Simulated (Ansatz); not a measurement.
# UCCSD/def2-TZVP run of CH5Ge (SMILES [CH3][GeH2])

Aim: the electronic atomisation energy of CH5Ge at UCCSD/def2-TZVP, from 4 runs. 

The calculation is run with Ansatz 0.2.0.

36 further runs of the same task are left out: 36 set aside as unsound or not needed.

## Step 1: The structure to begin with

CH5Ge has 7 atoms, charge 0, and is taken as a doublet. As SMILES, `[CH3][GeH2]`. The shape is that of a PBE0-D4/def2-TZVP optimisation.

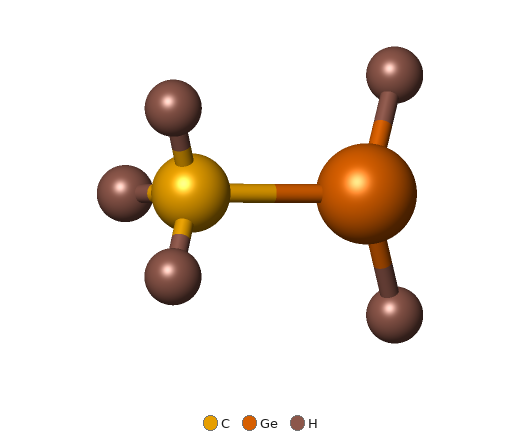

The structure, seen from a chosen angle (carbon amber, germanium orange, hydrogen brown).

## Step 2: A single-point energy at UCCSD/def2-TZVP

The input, in.yaml:

```yaml
crystal:
  periodic: [false, false, false]
  atoms:
    - {symbol: C, position_ang: [-0.247600, -0.809300, -0.206400]}
    - {symbol: Ge, position_ang: [0.396000, 0.824800, 0.663000]}
    - {symbol: H, position_ang: [-1.153200, -1.166400, 0.283800]}
    - {symbol: H, position_ang: [0.513100, -1.588100, -0.157000]}
    - {symbol: H, position_ang: [-0.473200, -0.603400, -1.255600]}
    - {symbol: H, position_ang: [-0.673100, 1.940800, 0.621200]}
    - {symbol: H, position_ang: [1.699200, 1.333700, 0.005300]}
basis:
  gaussian:
    orbitals: def2-TZVP
magnetization:
  spin_polarized: true
  initial_magnetization: 1
correlation:
  method: ccsd
  frozen_orbitals: {C: 1, Ge: 9, H: 0}
accuracy: high
scf:
  omitted_lower_state_checks: [cluster_reference, increment]
```

Command:

```console
ansatz run in.yaml --threads 1 --pin off --max-ram 3480MiB --events-out events.jsonl --progress --plain --runs-dir runs
```

What it wrote, cut to the lines that bear on the results:

```text
Warning: RAYON_NUM_THREADS=1 ignored (pool sized by the plan → 1); use --threads N
Functional definition: HF
  name "HF"
[...]
1947 factors; integrals over basis functions are off by at most 4.7e-9 eV
[...]
mean field -57582.70081263 eV, -2116.1252239076 hartree, gradient 4.0e-8 eV, S^2 0.754035; 0 other end points of the search recorded, 0 dependent functions left out
10 core orbitals not correlated: weight in the atoms' cores, before any rotation towards them, 1.000 or more for the frozen orbitals, at most 0.000 for the correlated occupied ones
reference -57582.70081263 eV, -2116.1252239076 hartree; 12, 11 occupied and 87, 88 virtual orbitals, 1947 factors
second order -11.19319111 eV of doubles, -0.00000000 eV of singles
cycle   1  -11.50665983 eV  change   -3.1e-1 eV  update   8.0e-2
[...]
cycle  21  -11.94619586 eV  change  -5.9e-10 eV  update   1.5e-9
Total energy: -57594.64700849 eV, -2116.5642385082 hartree
Checks for a lower state left out: cluster_reference, increment
```

It took 80 s on 1 thread of Arm Neoverse V2, shared host; peak memory 1.7 GiB.

## Step 3: The C atom, same level

The input, in.yaml:

```yaml
crystal:
  periodic: [false, false, false]
  atoms:
    - {symbol: C, position_ang: [0.000000, 0.000000, 0.000000]}
basis:
  gaussian:
    orbitals: def2-TZVP
magnetization:
  spin_polarized: true
  initial_magnetization: 2
correlation:
  method: ccsd
  frozen_orbitals: {C: 1}
accuracy: high
scf:
  omitted_lower_state_checks: [cluster_reference, increment]
```

Run the same way, it converges to -37.77900 Eh (log not shown).

## Step 4: The Ge atom, same level

The input, molecule.yaml:

```yaml
basis:
  gaussian:
    orbitals: def2-TZVP
crystal:
  periodic: [false, false, false]
  atoms:
    - symbol: Ge
      position_ang: [0.000000, 0.000000, 0.000000]
magnetization:
  spin_polarized: true
  initial_magnetization: 2
correlation:
  method: ccsd
  frozen_orbitals: {Ge: 9}
accuracy: high
scf:
  omitted_lower_state_checks: [cluster_reference, increment]
```

Run the same way, it converges to -2075.50982 Eh (log not shown).

## Step 5: The H atom: the energy at UHF/def2-TZVP

The input, input.yaml:

```yaml
crystal:
  periodic: [false, false, false]
  atoms:
    - symbol: H
      position_ang: [0.000000, 0.000000, 0.000000]
basis:
  gaussian: {orbitals: def2-TZVP}
magnetization: {spin_polarized: true, initial_magnetization: 1}
hamiltonian: {xc: hf}
accuracy: high
```

Run the same way, it converges to -0.49981 Eh (log not shown).

## Step 6: Results

At UCCSD/def2-TZVP, 10 core orbitals frozen:

| quantity | value |
| --- | --- |
| molecule: total energy | -2116.56424 Eh |
| molecule: correlation energy (10 core orbitals frozen) | -439.0 mEh |
| molecule: ⟨S²⟩ of the reference determinant | 0.754 |
| molecule: T1 diagnostic | 0.012 |
| C atom: total energy | -37.77900 Eh |
| C atom: correlation energy (1 core orbital frozen) | -86.5 mEh |
| C atom: ⟨S²⟩ of the reference determinant | 2.010 |
| C atom: T1 diagnostic | 0.009 |
| Ge atom: total energy | -2075.50982 Eh |
| Ge atom: correlation energy (9 core orbitals frozen) | -188.8 mEh |
| Ge atom: ⟨S²⟩ of the reference determinant | 2.011 |
| Ge atom: T1 diagnostic | 0.009 |
| H atom: total energy | -0.49981 Eh |
| H atom: ⟨S²⟩ | 0.750 |
| electronic atomisation energy | 21.126 eV |

What this shows: Taking the molecule apart into free atoms costs 21.13 eV (2038 kJ/mol), before zero-point energy and without spin-orbit coupling.
